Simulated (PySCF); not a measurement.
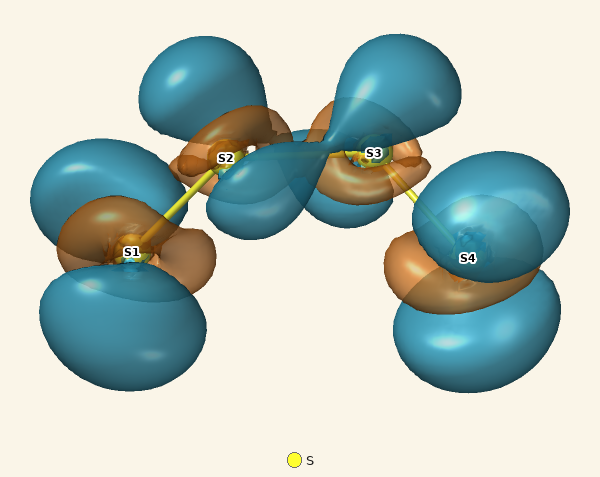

Figure. [S4]2- (S4, charge −2). Fukui function f⁻ = ρ(N) − ρ(N−1) at fixed geometry, surfaces at ±0.01 e/Å³ (light blue positive, orange negative).

Method: B3LYP/6-311+G**; geometry: GFN2-xTB; program: PySCF. The highest occupied orbitals have positive energy: in the gas phase this ion holds its electrons only through the finite basis. No frequency check shows the geometry to be a minimum. GFN2-xTB bond lengths at metals and heavier atoms can be off by up to 0.1 Å and shapes distorted, which carries into these values.

The calculation's input:

```python
import numpy as np
from pyscf import gto, scf, dft
from pyscf.scf import atom_ks, atom_hf
from scipy.linalg import block_diag

def solve(mol, dm0=None, hcore=None):
    mf = (dft.UKS if mol.spin else dft.RKS)(mol, xc='b3lyp')
    mf.grids.level = 3
    mf = mf.density_fit(auxbasis='def2-universal-jkfit')
    mf.conv_tol, mf.max_cycle = 1e-8, 80
    if hcore is not None:
        mf.get_hcore = lambda *args: hcore
    mf.kernel(dm0)
    if not mf.converged:
        mf = mf.newton().run(mf.mo_coeff, mf.mo_occ, max_cycle=30)
    assert mf.converged, 'SCF not converged'
    return mf

mol = gto.M(atom='''
S      2.22428     0.64849    -0.21846
S      0.91000    -0.64849     0.53398
S     -0.91000    -0.64849    -0.53398
S     -2.22428     0.64849     0.21846
''', basis='6-311+g**', charge=-2, spin=0, verbose=4)
mf = solve(mol)
out = dict(e0=mf.e_tot, dm0=mf.make_rdm1(), c=mf.mo_coeff, occ=mf.mo_occ, eps=mf.mo_energy)
for name, dq, spin in [('cation', 1, 1)]:
    ion = mol.copy().set(charge=mol.charge + dq, spin=spin).build()
    mi = solve(ion)
    if spin and dq > 0 and mol.nao < 130:
        c, _, stable, _ = mi.stability(return_status=True)
        if not stable:
            mi = solve(ion, mi.make_rdm1(c, mi.mo_occ))
    print(name, 'vertical energy change / eV', (mi.e_tot - mf.e_tot) * 27.211386)
    out.update({'e_' + name: mi.e_tot, 'dm_' + name: mi.make_rdm1(), 's2_' + name: mi.spin_square()[0], 'eps_' + name: mi.mo_energy, 'occ_' + name: mi.mo_occ})
# spherically averaged free atoms, for the promolecule
atm = atom_ks.get_atm_nrks(mol, xc='b3lyp')
pro = block_diag(*[(atm[a[0]][2] * atm[a[0]][3]) @ atm[a[0]][2].T for a in mol._atom])
np.savez('result.npz', pro=pro, **out)
```

Launched as:

```sh
OMP_NUM_THREADS=1 python input.py
```

The run took 2.9 min on 1 thread of Arm Neoverse V1 (shared host), peak memory 0.57 GiB.

Partitions, critical points and surface values were worked out afterwards from this run's density.

On which atoms does the density change most on removal of an electron?

Answer. f⁻ (Hirshfeld-condensed) is largest on S1 and S4 (0.33 each); the vertical detachment energy is −1.94 eV. Condensed values hint at sites of electrophilic attack but needn't mark the atom that reacts. Orbital relaxation makes it negative in places (0.13 e in all).
